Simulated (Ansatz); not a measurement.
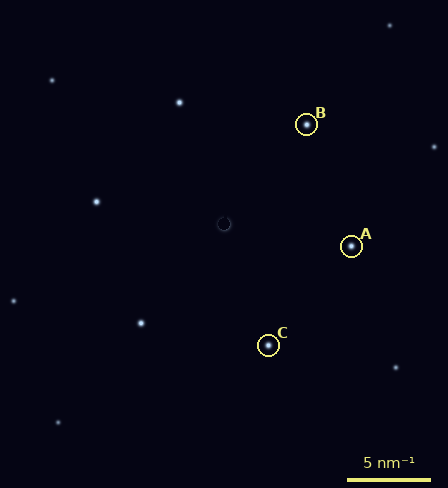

Computed electron diffraction pattern, 300 kV, single scattering only, B = 0.5 Å². The zone axis points towards the electron source and the pattern is seen from the source side.

Cu, space group Fm-3m (No. 225), a = 3.630 Å. Structure: the input geometry of an electronic-structure calculation (not necessarily at equilibrium).

Spot A is indexed -2 0 2 and spot B 0 -2 2.

### Index the other marked spot.

C = A − B = -2 2 0 (d = 1.283 Å).

### Find the zone axis.

The cross product of A and B is parallel to [111]; every spot obeys hu + kv + lw = 0.
